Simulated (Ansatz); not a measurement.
Consider Ga8Sb3P5.

```xyz
48
Lattice="0.0000 -5.6908 5.6908 -5.6908 5.6908 0.0000 -11.4213 -11.4213 -11.4213" Properties=species:S:1:pos:R:3 pbc="T T T"
Ga  -14.3328   -8.6420   -5.8124
Ga   -8.6288   -8.6288   -0.1084
Ga   -2.9248   -2.9248   -0.0952
Ga  -11.3233  -11.3233  -11.3233
Ga  -11.3100   -5.6192   -5.6192
Ga   -5.6060   -5.6061    0.0848
Ga  -16.9448   -8.5753   -8.5753
Ga  -11.2407   -8.5620   -2.8712
Ga   -5.5367   -2.8579   -2.8580
Ga  -14.3328   -5.8124   -8.6420
Ga   -8.6288   -5.7993   -2.9380
Ga   -2.9248   -5.7860    2.7660
Ga  -14.2661  -11.2540   -8.5753
Ga   -8.5620  -11.2407   -2.8712
Ga   -8.5488    0.1542   -2.8580
Ga  -11.5032   -8.6420   -8.6420
Ga   -5.7992   -8.6288   -2.9380
Ga   -5.7860   -2.9248    2.7660
Ga  -11.4274  -11.4275   -5.7366
Ga   -5.7235   -5.7235   -5.7235
Ga   -5.7103   -0.0194   -0.0195
Ga  -14.2661   -8.5753  -11.2540
Ga   -8.5620   -8.5620   -5.5499
Ga   -8.5488   -2.8579    0.1541
Sb  -12.8387   -7.1479   -4.2979
Sb   -7.1347   -1.4439   -4.2847
Sb   -1.4307   -1.4307    1.4193
P    -9.9824   -9.9824   -9.9824
P    -9.9692   -4.2783   -4.2784
P    -4.2650   -4.2651    1.4258
P   -15.6826   -7.1579   -7.1579
P    -9.9786   -7.1447   -1.4539
P    -4.2746   -1.4407   -1.4407
Sb  -12.8387   -4.2979   -7.1479
Sb   -7.1347   -4.2847   -1.4439
Sb   -1.4307   -4.2715    4.2601
P   -12.8487   -9.9919   -7.1579
P    -7.1447   -9.9786   -1.4539
P    -7.1315    1.4162   -1.4407
Sb   -9.9888   -7.1479   -7.1479
Sb   -9.9755   -1.4439   -1.4439
Sb   -4.2715   -1.4307    4.2601
P    -9.9863   -9.9864   -4.2955
P    -4.2823   -4.2823   -4.2823
P    -4.2690    1.4219    1.4218
P   -12.8487   -7.1579   -9.9918
P    -7.1447   -7.1447   -4.2878
P    -7.1315   -1.4407    1.4162
```

Space group R3m; a generated structure, not necessarily the stable one.

Theory: DFT PBEsol, spin-orbit coupling, plane waves, PAW (Ansatz).

### Predict the valence pseudo-density and electron localisation function between the atoms.

Ga–P (2.37 Å): ρ is about 0.54 e/Å³ halfway; the ELF peaks at about 0.90 in the valence shell of P, 0.8 Å from its nucleus, and is about 0.75 at the midpoint.
Ga–Sb (2.60 Å): ρ is about 0.45 e/Å³ halfway; the ELF peaks at about 0.70 between the atoms.

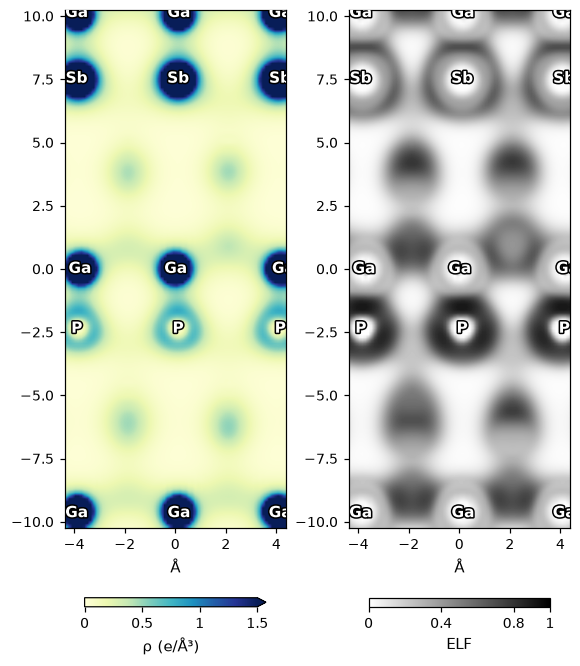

Computed valence pseudo-density and electron localisation function on the (100) plane of the conventional cell, in this order. 

In a PAW calculation such maps are meaningful between the atoms, not at the nuclei.
